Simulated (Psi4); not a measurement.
# FNO-MP4/6-311+G(d,p) (ZORA, density fitting, occ tolerance 0.0001) run of CH3P (phosphethene)

What is the energy change on altering one bond length of CH3P (phosphethene) at FNO-MP4/6-311+G** (ZORA, density fitting, occ tolerance 0.0001)? 

The results are computed with Psi4 1.11.

4 further runs of the same task are left out: 4 set aside as unsound or not needed.

**1. Starting point**

CH3P: 5 atoms, total charge 0, spin state singlet. SMILES: `C=P`. The shape is that of a GFN2-xTB (4 decimals) optimisation.

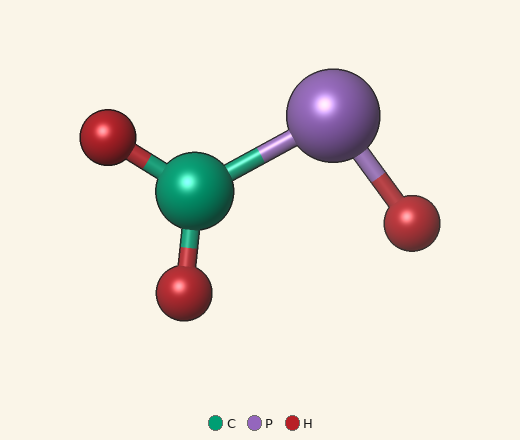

Viewed from a chosen angle; carbon teal, phosphorus purple, hydrogen red.

**2. A single-point energy at FNO-MP4/6-311+G(d,p) (ZORA, density fitting, occ tolerance 0.0001)**

ch3p.sdf

```

     RDKit          3D

  5  4  0  0  0  0  0  0  0  0999 V2000
   -0.2155   -0.4928    0.0910 C   0  0  0  0  0  0  0  0  0  0  0  0
    0.7452    0.7767    0.5714 P   0  0  0  0  0  0  0  0  0  0  0  0
   -0.3195   -1.3555    0.7292 H   0  0  0  0  0  0  0  0  0  0  0  0
   -0.7609   -0.5268   -0.8368 H   0  0  0  0  0  0  0  0  0  0  0  0
    0.5505    1.5984   -0.5548 H   0  0  0  0  0  0  0  0  0  0  0  0
  2  1  2  0
  3  1  1  0
  4  1  1  0
  5  2  1  0
M  END
$$$$
```

run_ase.py

```python
import numpy as np
from ase.calculators.psi4 import Psi4
from ase.io import read

mol = read('ch3p.sdf')
calc = Psi4(atoms=mol, method='fno-mp4', basis='6-311+G**', memory='1600MB', num_threads=1, charge=0, multiplicity=1, label='calc')
calc.psi4.set_options({'freeze_core': True, 'occ_tolerance': 0.0001, 'relativistic': 'zora'})
mol.calc = calc

print(f'energy: {mol.get_potential_energy():.6f} eV')
```

Run with:

```bash
python run_ase.py
```

calc.dat:

```text
[...]
  Running in c1 symmetry.
[...]
  Nuclear repulsion =   48.777920518966475
[...]
  Multiplicity = 1
[...]
  Nalpha       = 12
  Nbeta        = 12
[...]
    Number of basis functions: 70
[...]
   @RHF iter   1:  -381.52370991732749   -5.55089e-01   5.35924e-03 DIIS/ADIIS
[...]
   @RHF iter  11:  -381.59539301783190   -1.89857e-11   8.86362e-09 DIIS
[...]
    Orbital Energies [Eh]
    ---------------------
    Doubly Occupied:
       1A    -80.377973     2A    -11.270155     3A     -7.527721
       4A     -5.382911     5A     -5.382084     6A     -5.381665
       7A     -0.987641     8A     -0.759660     9A     -0.620126
      10A     -0.528287    11A     -0.399769    12A     -0.362048
[...]
  @RHF Final Energy:  -381.59539301783190
   => Energetics <=
    Nuclear Repulsion Energy =             48.7779205189664751
    One-Electron Energy =                -622.7865462749816743
    Two-Electron Energy =                 192.4132327381833534
    Total Energy =                       -381.5953930178318956
[...]
 Multipole Moments:
 ------------------------------------------------------------------------------------
     Multipole            Electronic (a.u.)      Nuclear  (a.u.)        Total (a.u.)
 ------------------------------------------------------------------------------------
 L = 1.  Multiply by 2.5417464519 to convert [e a0] to [Debye]
 Dipole X            :          1.7522729           -2.0036273           -0.2513544
 Dipole Y            :          1.5646313           -1.7154330           -0.1508017
 Dipole Z            :          1.5931929           -1.8922859           -0.2990929
 Magnitude           :                                                    0.4187801
[...]
      * MP2 total energy:                   -381.863127756572
[...]
      * MP2 total energy:                   -381.863127756572
[...]
      * MP3 total energy:                   -381.887766584251
[...]
```

Standard output:

```text
energy: -10392.138943 eV
```

It took 8.1 s on 1 thread of INTEL XEON PLATINUM 8581C at 2.30GHz (Emerald Rapids), shared host; peak memory 0.43 GiB.

**3. The distorted shape**

job.py

```python
import psi4

psi4.set_memory('1600 MB')
psi4.set_num_threads(1)
psi4.core.set_output_file('ch3p.out', False)

geom = psi4.geometry("""
0 1
C
P 1 1.662982
H 1 1.07806 2 119.70911
H 1 0.9691 3 115.84792 2 179.95347
H 2 1.407643 1 97.73384 4 0.00841
units angstrom
symmetry c1
no_reorient
no_com
""")

psi4.set_options({
    'basis': '6-311+G**',
    'freeze_core': True,
    'occ_tolerance': 0.0001,
    'relativistic': 'zora',
})

result = psi4.energy("fno-mp4")
print('E =', round(result, 9))
for k, v in sorted(psi4.core.scalar_variables().items()):
    print(f'{k:45s} {v:18.10f}')
```

Run with:

```bash
python job.py
```

ch3p.out:

```text
[...]
  Running in c1 symmetry.
[...]
  Nuclear repulsion =   49.245522798135980
[...]
  Multiplicity = 1
[...]
  Nalpha       = 12
  Nbeta        = 12
[...]
    Number of basis functions: 70
[...]
   @RHF iter   1:  -381.50303330566300   -5.00947e-01   5.71423e-03 ADIIS/DIIS
[...]
   @RHF iter  11:  -381.58561925727849   -2.14868e-11   9.53180e-09 DIIS
[...]
    Orbital Energies [Eh]
    ---------------------
    Doubly Occupied:
       1A    -80.377640     2A    -11.258154     3A     -7.527398
       4A     -5.382570     5A     -5.381773     6A     -5.381352
       7A     -0.998065     8A     -0.770092     9A     -0.639552
      10A     -0.527642    11A     -0.401127    12A     -0.361997
[...]
  @RHF Final Energy:  -381.58561925727849
   => Energetics <=
    Nuclear Repulsion Energy =             49.2455227981359798
    One-Electron Energy =                -623.6475602544294361
    Two-Electron Energy =                 192.8164181990149189
    Total Energy =                       -381.5856192572784948
[...]
 Multipole Moments:
 ------------------------------------------------------------------------------------
     Multipole            Electronic (a.u.)      Nuclear  (a.u.)        Total (a.u.)
 ------------------------------------------------------------------------------------
 L = 1.  Multiply by 2.5417464519 to convert [e a0] to [Debye]
 Dipole X            :          0.0011491           -0.0015588           -0.0004097
 Dipole Y            :          0.8923429           -1.1269022           -0.2345594
 Dipole Z            :          2.6046487           -2.9592043           -0.3545557
 Magnitude           :                                                    0.4251211
[...]
      * MP2 total energy:                   -381.851923747179
[...]
      * MP2 total energy:                   -381.851923747179
[...]
      * MP3 total energy:                   -381.876768803873
[...]
```

Run time: 8.4 s. Hardware: 1 thread of INTEL XEON PLATINUM 8581C at 2.30GHz (Emerald Rapids), shared host; peak memory 0.42 GiB.

**4. Outcome**

Level: FNO-MP4/6-311+G** (ZORA, density fitting, occ tolerance 0.0001), 6 core orbitals frozen.

| quantity | value |
| --- | --- |
| first shape: total energy | -381.90407 Eh |
| first shape: HOMO energy (Hartree–Fock orbitals) | -9.85 eV |
| first shape: LUMO energy (Hartree–Fock orbitals) | 1.95 eV |
| first shape: HOMO–LUMO gap (Hartree–Fock orbitals) | 11.80 eV |
| first shape: correlation energy (6 core orbitals frozen) | -308.7 mEh |
| distorted shape: total energy | -381.89254 Eh |
| distorted shape: HOMO energy (Hartree–Fock orbitals) | -9.85 eV |
| distorted shape: LUMO energy (Hartree–Fock orbitals) | 1.94 eV |
| distorted shape: HOMO–LUMO gap (Hartree–Fock orbitals) | 11.79 eV |
| distorted shape: correlation energy (6 core orbitals frozen) | -306.9 mEh |
| energy change with the C1–H4 bond shortened from 1.077 to 0.969 Å | 0.314 eV |

With the C1–H4 bond shortened from 1.077 to 0.969 Å the energy rises by 0.31 eV (7.2 kcal/mol). The first shape isn't relaxed at this level, so the change isn't measured from a minimum.
